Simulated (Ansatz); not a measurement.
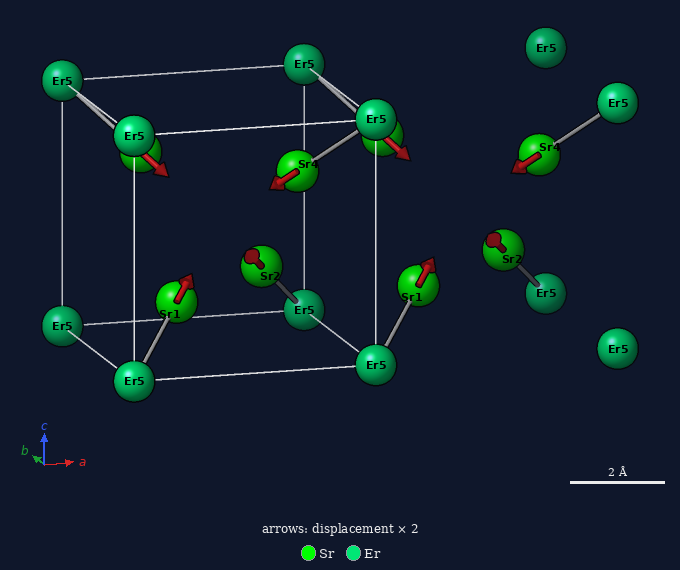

A relaxation of a crystal of Sr$_{4}$Er (a generated structure, set up in P-43m) (coarse preliminary run). The starting structure is drawn; red arrows show the displacements (the part carried along by the change of the cell is left out), 2 times their true length.

A ball-and-stick model of the cell of the calculation, repeated 2 × 1 × 1 with one cell outlined, seen slightly off an axis.

Theory: DFT PBE, scalar-relativistic, plane waves, PAW; 4f electrons in the core of a trivalent norm-conserving potential in Ansatz.

Input file:
```yaml
crystal:
  lattice:
    - [5.42152861, 0.0, 0.0]
    - [0.0, 5.42152861, 0.0]
    - [0.0, 0.0, 5.42152861]
  atoms:
    - { symbol: Sr, position: [0.25, 0.25, 0.25] }
    - { symbol: Sr, position: [0.75, 0.75, 0.25] }
    - { symbol: Sr, position: [0.25, 0.75, 0.75] }
    - { symbol: Sr, position: [0.75, 0.25, 0.75] }
    - { symbol: Er, position: [0.0, 0.0, 0.0] }
basis:
  ecutwfc: 770
kpoints:
  mp_grid: { grid: [4, 4, 4] }
hamiltonian:
  xc: pbe
  pseudopotentials:
    kind: paw
    azcp: { Er: "pseudopotentials/pbe/nc/lanthanide_3plus/Er.nc.azcp" }
scf:
  occupations: { method: gaussian, width: 0.1 }
  lower_state_search: "off"
output:
  forces: true
  stress: true
  eigenvalues: true
relax:
  adjacent_minimum: "off"
  f_tol: 0.04
  max_steps: 70
  cell: { stress_tol: 0.4 }
```

Run as
```bash
ansatz run input.yaml --threads 1 --pin off --max-ram 2560MiB --backend cpu --events-out ev --progress --plain --runs-dir out
```

What happened in the run?

Answer. The largest moves relative to the cell, 0.44 Å, are those of Sr1, Sr2, Sr3 and Sr4. Sr1 goes along [1 1 1]. Er stays in place. The volume changes by +67.9 %, with a = b = c 5.422 → 6.444 Å (+18.9 %). Near-neighbour distances that change, for instance: Sr1–Er5 2.348 → 3.229 Å. The space group stays P-43m (No. 215). The energy falls by 1095 meV per atom in 5 accepted moves (6 points after the start). Largest force component: 2.7 eV/Å at the start, 0.0049 eV/Å at the end. The pressure goes from 16.34 to 0.39 GPa. The SCF was repeated once at an unchanged geometry on a basis and grid sized afresh for the cell, which shifted the energy by 14.5 meV per atom at most.
